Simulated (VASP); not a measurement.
Band structure of Nb (bcc). Computed with PBEsol GGA, VASP's PBE PAW potentials (set 64) (plane waves; VASP).

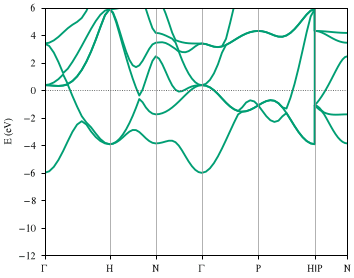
Figure. Bands along high-symmetry lines, zero at the valence-band maximum or, without a gap, the Fermi level

Question: Read the plot: is there a gap, and where are the band edges?

Answer: It has no gap at this level: it comes out as a metal or semimetal. (Edges off the drawn lines would not show.)

The compound is Nb in the bcc structure. It was relaxed first.
